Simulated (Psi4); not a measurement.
# SiH3Cl (SiClH3): levels of theory compared

We compute a comparison of 6 runs (HF/3-21G, HF/def2-SVP, PBE0/def2-SVP, HCTH/120/cc-pV(D+d)Z, MP2/6-311G**, CCSD/def2-SVP) of SiH3Cl (SiClH3). 

The results are computed with Psi4 1.11.

5 further runs of the same task are left out: 5 that didn't finish.

## (1) The molecule

SiH3Cl: 5 atoms, total charge 0, spin state singlet. SMILES: `[H][Si]([H])([H])Cl`. The coordinates come from a GFN2-xTB relaxation.

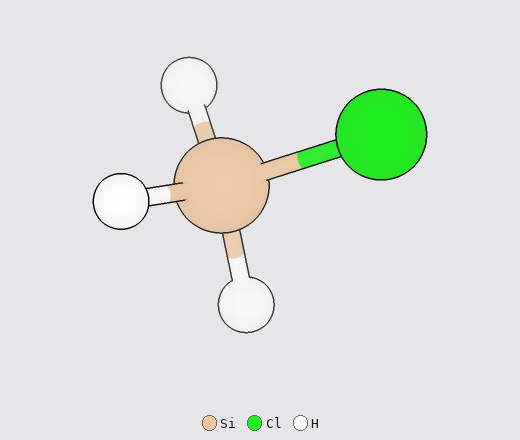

The structure, seen from a chosen angle (silicon light orange, chlorine green, hydrogen white).

## (2) The energy at HF/3-21G (run 1)

File clh3si.dat:

```
memory 1.6 GB

molecule molecule1 {
  0 1
  Si
  Cl 1 2.010196
  H 1 1.458359 2 108.3209
  H 1 1.458326 3 110.77236 2 118.46061
  H 1 1.458469 4 110.72586 3 -123.30291
  symmetry c1
}

set basis 3-21G
set puream true
set e_convergence 1e-09
set d_convergence 1e-08
set scf_type pk

e, wfn = energy("scf", return_wfn=True)
oeprop(wfn, "QUADRUPOLE", "MAYER_INDICES", "MULLIKEN_CHARGES")
```

On the command line:

```
$ psi4 -n 1 clh3si.dat clh3si.out
```

clh3si.out:

```text
[...]
  Running in c1 symmetry.
[...]
  Nuclear repulsion =   88.098845858526971
[...]
  Multiplicity = 1
[...]
  Nalpha       = 17
  Nbeta        = 17
[...]
    Number of basis functions: 32
[...]
   @RHF iter   1:  -746.43093946757858   -2.71009e-01   4.19898e-03 DIIS/ADIIS
[...]
   @RHF iter   9:  -746.44696865255094   -2.16005e-12   2.41000e-09 DIIS
[...]
    Orbital Energies [Eh]
    ---------------------
    Doubly Occupied:
       1A   -104.096109     2A    -68.345230     3A    -10.494030
       4A     -7.957380     5A     -7.953028     6A     -7.953027
       7A     -6.162444     8A     -4.259186     9A     -4.256735
      10A     -4.256734    11A     -1.120106    12A     -0.758154
      13A     -0.548775    14A     -0.548721    15A     -0.524071
      16A     -0.452357    17A     -0.452221
[...]
  @RHF Final Energy:  -746.44696865255094
   => Energetics <=
    Nuclear Repulsion Energy =             88.0988458585269711
    One-Electron Energy =               -1208.8150112367948168
    Two-Electron Energy =                 374.2691967257169381
    Total Energy =                       -746.4469686525508223
[...]
 Multipole Moments:
 ------------------------------------------------------------------------------------
     Multipole            Electronic (a.u.)      Nuclear  (a.u.)        Total (a.u.)
 ------------------------------------------------------------------------------------
 L = 1.  Multiply by 2.5417464519 to convert [e a0] to [Debye]
 Dipole X            :         -0.0034208            0.0021460           -0.0012749
 Dipole Y            :          0.0069222           -0.0043544            0.0025678
 Dipole Z            :          4.0640999           -5.1226838           -1.0585839
 Magnitude           :                                                    1.0585878
 L = 2.  Multiply by 1.3450342976 to convert [e a0^2] to [Debye ang]
 Quadrupole XX       :        -31.8050133           10.2833433          -21.5216700
 Quadrupole XY       :          0.0007494           -0.0004773            0.0002721
[...]
  Mulliken Charges: (a.u.)
   Center  Symbol    Alpha    Beta     Spin     Total
       1    SI     6.50921  6.50921  0.00000  0.98158
       2    CL     8.73815  8.73815  0.00000 -0.47629
       3     H     0.58425  0.58425  0.00000 -0.16850
       4     H     0.58422  0.58422  0.00000 -0.16844
       5     H     0.58418  0.58418  0.00000 -0.16835
   Total alpha = 17.00000, Total beta = 17.00000, Total charge =  0.00000
  Mayer Bond Indices:
[...]
```

It took 2.3 s on 1 thread of AMD EPYC 7R43 (Zen 3), shared host; peak memory 0.18 GiB.

## (3) Energy and gradient at HF/def2-SVP (run 2)

File clh3si.py:

```python
import psi4

psi4.set_memory('1600 MB')
psi4.set_num_threads(1)
psi4.set_output_file('psi4.out', False)

mol = psi4.geometry("""
0 1
Si     0.00054802     0.00366607    -0.24454946
Cl     0.02020117    -0.03938189     3.55387564
H      2.61222511     0.02118383    -1.12421697
H     -1.32422558     2.27466334    -1.07049206
H     -1.30872983    -2.26015024    -1.11463606
units bohr
symmetry c1
no_reorient
no_com
""")

psi4.set_options(dict(basis='def2-SVP', puream=True, e_convergence=1e-09, d_convergence=1e-08, scf_type='pk'))

energy_value = psi4.gradient("hf")
print('gradient / Eh bohr^-1')
print(energy_value.np.round(6))
for k, v in sorted(psi4.core.scalar_variables().items()):
    print(f'{k:45s} {v:18.10f}')
```

On the command line:

```
$ python clh3si.py
```

psi4.out:

```text
[...]
  Running in c1 symmetry.
[...]
  Nuclear repulsion =   88.098848326035707
[...]
  Multiplicity = 1
[...]
  Nalpha       = 17
  Nbeta        = 17
[...]
    Number of basis functions: 51
[...]
   @RHF iter   1:  -749.96096795613880   -3.02739e-01   2.73139e-03 DIIS/ADIIS
[...]
   @RHF iter   9:  -749.98116001948733   -7.04858e-12   8.31354e-09 DIIS
[...]
    Orbital Energies [Eh]
    ---------------------
    Doubly Occupied:
       1A   -104.784225     2A    -68.793012     3A    -10.550152
       4A     -8.024754     5A     -8.022063     6A     -8.022061
       7A     -6.164879     8A     -4.276185     9A     -4.274219
      10A     -4.274217    11A     -1.101939    12A     -0.733398
      13A     -0.534824    14A     -0.534782    15A     -0.531632
      16A     -0.449499    17A     -0.449319
[...]
  @RHF Final Energy:  -749.98116001948733
   => Energetics <=
    Nuclear Repulsion Energy =             88.0988483260357071
    One-Electron Energy =               -1213.1176967758808587
    Two-Electron Energy =                 375.0376884303578890
    Total Energy =                       -749.9811600194872199
[...]
 Multipole Moments:
 ------------------------------------------------------------------------------------
     Multipole            Electronic (a.u.)      Nuclear  (a.u.)        Total (a.u.)
 ------------------------------------------------------------------------------------
 L = 1.  Multiply by 2.5417464519 to convert [e a0] to [Debye]
 Dipole X            :         -0.3308568            0.3303619           -0.0004949
 Dipole Y            :          0.5900683           -0.5824702            0.0075980
 Dipole Z            :        -54.2470101           53.6828483           -0.5641617
 Magnitude           :                                                    0.5642131
[...]
  -Total Gradient:
     Atom            X                  Y                   Z
    ------   -----------------  -----------------  -----------------
       1        0.000412840369     0.000007614877     0.016763326490
       2       -0.000343107509     0.000226129766    -0.029200409072
       3       -0.005934438814    -0.000084209843     0.004046375912
       4        0.002960903049    -0.005229855967     0.004079411660
       5        0.002903802905     0.005080321166     0.004311294989
[...]
```

The script printed:

```text
gradient / Eh bohr^-1
[[ 4.1300e-04  8.0000e-06  1.6763e-02]
 [-3.4300e-04  2.2600e-04 -2.9200e-02]
 [-5.9340e-03 -8.4000e-05  4.0460e-03]
 [ 2.9610e-03 -5.2300e-03  4.0790e-03]
 [ 2.9040e-03  5.0800e-03  4.3110e-03]]
CURRENT ENERGY                                   -749.9811600195
CURRENT REFERENCE ENERGY                         -749.9811600195
DD SOLVATION ENERGY                                 0.0000000000
HF KINETIC ENERGY                                 750.0448199187
HF POTENTIAL ENERGY                             -1500.0259799382
HF TOTAL ENERGY                                  -749.9811600195
HF VIRIAL RATIO                                     1.9999151252
NUCLEAR REPULSION ENERGY                           88.0988483260
ONE-ELECTRON ENERGY                             -1213.1176967759
PCM POLARIZATION ENERGY                             0.0000000000
PE ENERGY                                           0.0000000000
SCF ITERATION ENERGY                             -749.9811600195
SCF ITERATIONS                                      9.0000000000
SCF TOTAL ENERGY                                 -749.9811600195
TWO-ELECTRON ENERGY                               375.0376884304
```

Wall time 2.8 s (1 thread of AMD EPYC 7R43 (Zen 3), shared host); peak memory 0.19 GiB.

Runs 3 to 5 aren't shown in full; the table further down has their settings and results.

## (4) A single-point energy at CCSD/def2-SVP (run 6)

File run.py:

```python
import psi4

psi4.set_memory(1600000000)
psi4.set_num_threads(1)
psi4.core.set_output_file('run.log', False)

molecule = psi4.geometry("""
0 1
Si
Cl 1 2.010196
H 1 1.458359 2 108.3209
H 1 1.458326 3 110.77236 2 118.46061
H 1 1.458469 4 110.72586 3 -123.30291
symmetry c1
no_reorient
no_com
""")

options = {'puream': True, 'e_convergence': 1e-09, 'd_convergence': 1e-08, 'scf_type': 'pk', 'num_frozen_docc': 10}
psi4.set_options(options)

result = psi4.energy("ccsd/def2-SVP")
print(f'total energy {result:.8f} hartree = {result * 27.211386:.5f} eV')
```

On the command line:

```
$ python run.py
```

run.log:

```text
[...]
  Running in c1 symmetry.
[...]
  Nuclear repulsion =   88.098845858526971
[...]
  Multiplicity = 1
[...]
  Nalpha       = 17
  Nbeta        = 17
[...]
    Number of basis functions: 51
[...]
   @RHF iter   1:  -749.96096796346774   -3.02739e-01   2.73139e-03 ADIIS/DIIS
[...]
   @RHF iter   9:  -749.98116002604365   -7.73070e-12   8.31355e-09 DIIS
[...]
    Orbital Energies [Eh]
    ---------------------
    Doubly Occupied:
       1A   -104.784225     2A    -68.793013     3A    -10.550152
       4A     -8.024754     5A     -8.022063     6A     -8.022061
       7A     -6.164879     8A     -4.276185     9A     -4.274219
      10A     -4.274217    11A     -1.101939    12A     -0.733398
      13A     -0.534824    14A     -0.534782    15A     -0.531632
      16A     -0.449499    17A     -0.449319
[...]
  @RHF Final Energy:  -749.98116002604365
   => Energetics <=
    Nuclear Repulsion Energy =             88.0988458585269711
    One-Electron Energy =               -1213.1176916171875746
    Two-Electron Energy =                 375.0376857326168647
    Total Energy =                       -749.9811600260436535
[...]
 Multipole Moments:
 ------------------------------------------------------------------------------------
     Multipole            Electronic (a.u.)      Nuclear  (a.u.)        Total (a.u.)
 ------------------------------------------------------------------------------------
 L = 1.  Multiply by 2.5417464519 to convert [e a0] to [Debye]
 Dipole X            :         -0.0033432            0.0021460           -0.0011972
 Dipole Y            :          0.0067821           -0.0043544            0.0024276
 Dipole Z            :          4.5584773           -5.1226838           -0.5642065
 Magnitude           :                                                    0.5642130
[...]
      * MP2 total energy                      = -750.218721894883629
[...]
      * CCSD total energy                     = -750.253212818102384
```

On the terminal:

```text
total energy -750.25321282 hartree = -20415.42977 eV
```

Run time: 6.3 s. Hardware: 1 thread of AMD EPYC 7R43 (Zen 3), shared host; peak memory 0.21 GiB.

## (5) All runs side by side

```tsv
run	level	task	integration grid	energy (Eh)	dipole moment (D)	HOMO energy (eV)	LUMO energy (eV)	wall time
1	HF/3-21G	energy	–	-746.446969	2.69	-12.31	3.16	2.3 s
2	HF/def2-SVP	gradient	–	-749.981160	1.43	-12.23	4.00	2.8 s
3	PBE0/def2-SVP	gradient	99 radial × 590 angular	-751.011279	1.25	-8.89	0.50	9.9 s
4	HCTH/120/cc-pV(D+d)Z (density fitting)	energy	75 radial × 302 angular	-751.664226	1.17	-7.68	-0.60	6.9 s
5	MP2/6-311G**	energy	–	-750.475014	–	-12.35	2.91	3.6 s
6	CCSD/def2-SVP	energy	–	-750.253213	–	-12.23	4.00	6.3 s
```

## (6) Results

| quantity | value |
| --- | --- |
| run 6: total energy | -750.25321 Eh |
| run 6: HOMO energy (Hartree–Fock orbitals) | -12.23 eV |
| run 6: LUMO energy (Hartree–Fock orbitals) | 4.00 eV |
| run 6: HOMO–LUMO gap (Hartree–Fock orbitals) | 16.23 eV |
| run 6: correlation energy (10 core orbitals frozen) | -272.1 mEh |
| run 6: T1 diagnostic | 0.008 |

Over runs 1, 2, 3, 4 the dipole moment (its size) runs from 1.17 D (HCTH/120/cc-pV(D+d)Z) to 2.69 D (HF/3-21G). The two ends differ in method and basis. Over runs 1, 2, 3, 4 the HOMO–LUMO gap runs from 7.07 eV (HCTH/120/cc-pV(D+d)Z) to 16.23 eV (HF/def2-SVP). Totals of different functionals can't be ranked against each other. All runs together took 32 s, the longest 9.9 s.
